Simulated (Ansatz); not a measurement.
BClH7NSi2

The calculation's input:

```
crystal:
  periodic: [false, false, false]
  atoms:
    - {symbol: Si, position_ang: [-1.467398, -0.511508, 0.405882]}
    - {symbol: N, position_ang: [0.045100, 0.206792, -0.145546]}
    - {symbol: Si, position_ang: [1.552161, -0.554402, 0.335093]}
    - {symbol: B, position_ang: [0.049751, 1.355707, -0.947862]}
    - {symbol: Cl, position_ang: [-1.482970, 2.107809, -1.423024]}
    - {symbol: H, position_ang: [-2.227419, 0.433209, 1.256270]}
    - {symbol: H, position_ang: [-1.062926, -1.689993, 1.218154]}
    - {symbol: H, position_ang: [-2.291142, -0.963754, -0.738798]}
    - {symbol: H, position_ang: [1.652916, -0.573414, 1.816479]}
    - {symbol: H, position_ang: [2.674352, 0.218651, -0.245263]}
    - {symbol: H, position_ang: [1.583948, -1.954968, -0.157277]}
    - {symbol: H, position_ang: [1.050526, 1.870670, -1.340105]}
basis:
  gaussian: {orbitals: def2-TZVPP}
hamiltonian: {xc: pbe0, dispersion: d4}
output: {orbitals: {seedname: orbitals}}
```

Launched as:

```sh
ansatz run in.yaml --threads 4 --pin off --events-out ev --progress --plain --max-ram 10444MiB
```

Geometry: PBE0-D4/def2-TZVP.

All numbers below come from RKS PBE0-D4/def2-TZVPP in Ansatz 0.2.0.

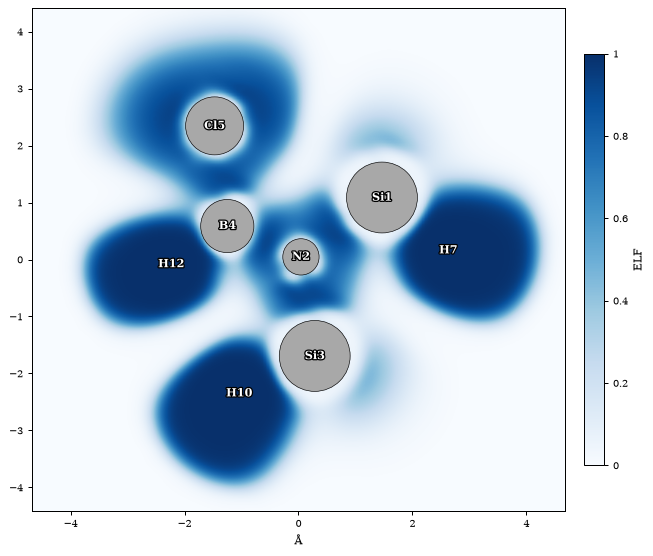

Figure 1. ELF on the plane of atoms N2, Si3 and H10. Grey discs cover the atomic cores.

Q: Interpret the plot.

A:
- The section cuts through Si, N, B, Cl and H sites.
- B–N (1.40 Å): the ELF peaks at about 0.90 between the atoms (a short, strongly polar bond).
- Si–N (1.76 Å): the ELF peaks at about 0.90 between the atoms (a polar covalent bond).
- B–Cl (1.77 Å): the ELF peaks at about 0.90 between the atoms, as expected for a shared but strongly polarised pair.
- B–H (1.19 Å): the ELF climbs to about 1 towards the hydrogen, as it does in any bond to H: a covalent bond by its length.
- Si–H (1.49 Å): the ELF climbs to about 1 towards the hydrogen.
- The ELF also peaks beside Cl5, away from the bonds: lone-pair regions.

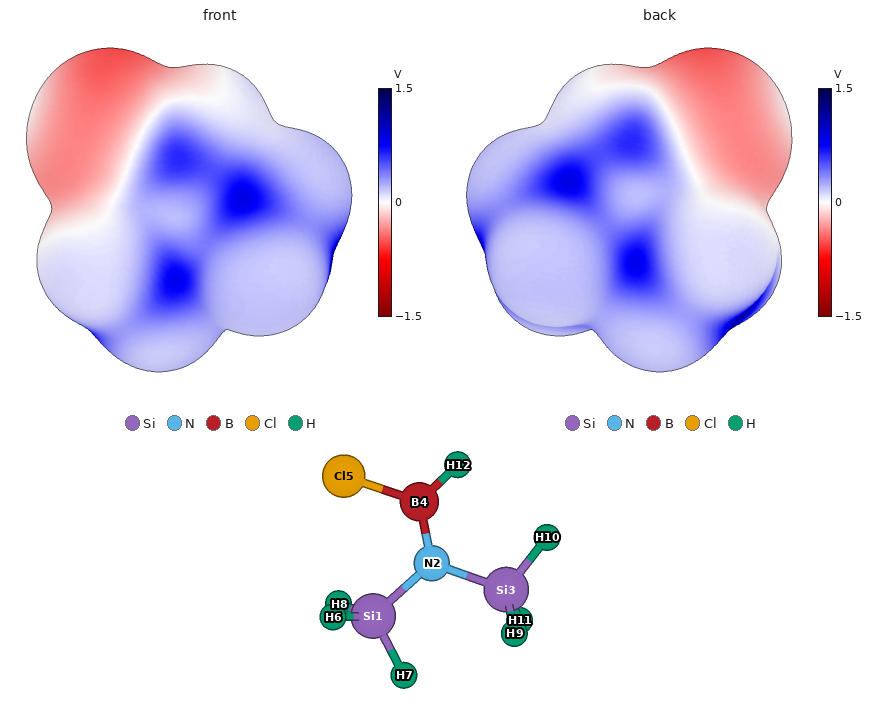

Figure 2. The electrostatic potential painted on the density surface at 0.001 e/bohr³, seen from the front and from behind; the colour scale runs from red (negative) to blue (positive). The bare structure is drawn below in the same view.

Q: Where is the surface potential most negative and most positive?

A: The most negative region (about −0.5 V) lies over Cl5, the most positive (about +1.1 V) over Si1 and Si3.

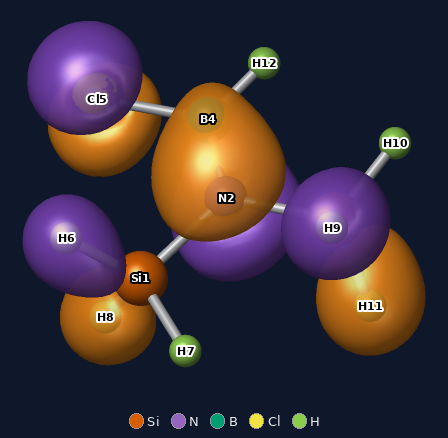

Figure 3. The HOMO at ±0.1 Å⁻³ᐟ² (orange and purple are the two phases), seen at a tilt.

Q: Where does this orbital lie, and at what energy?

A: By Hirshfeld shares it lies mainly on N2 (about 35 %), Cl5 (about 15 %), Si3 (about 10 %), Si1 (about 10 %), B4 (about 10 %), H9 (about 5 %) and H11 (about 5 %). Its energy is −8.43 eV.

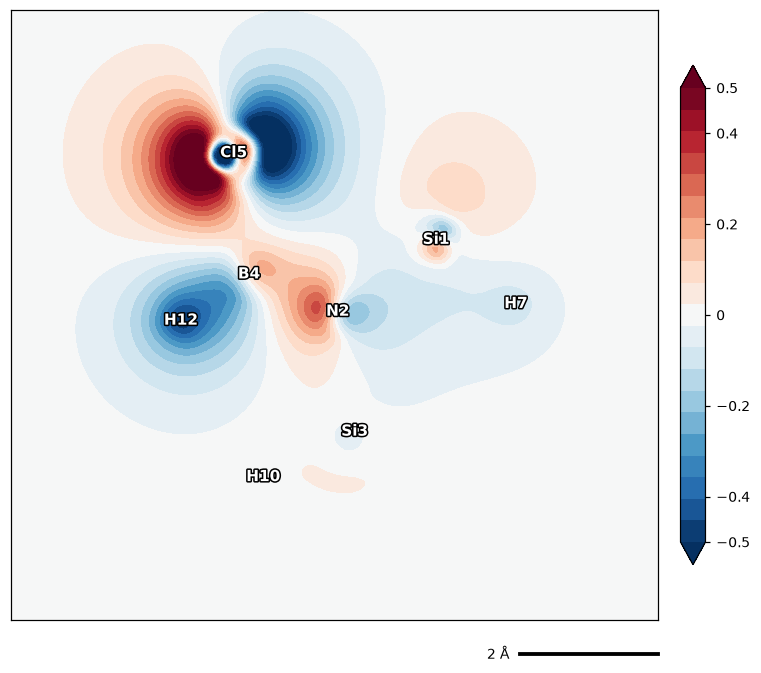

Figure 4. The HOMO−1 on the plane of atoms N2, B4 and Cl5 (values in Å⁻³ᐟ²; the overall sign is arbitrary).

Q: Describe this orbital and give its energy.

A: Its weight (Hirshfeld) is mainly on Cl5 (about 70 %), H12 (about 10 %) and B4 (about 10 %); largely a lone pair of Cl5. Its energy is −8.84 eV.
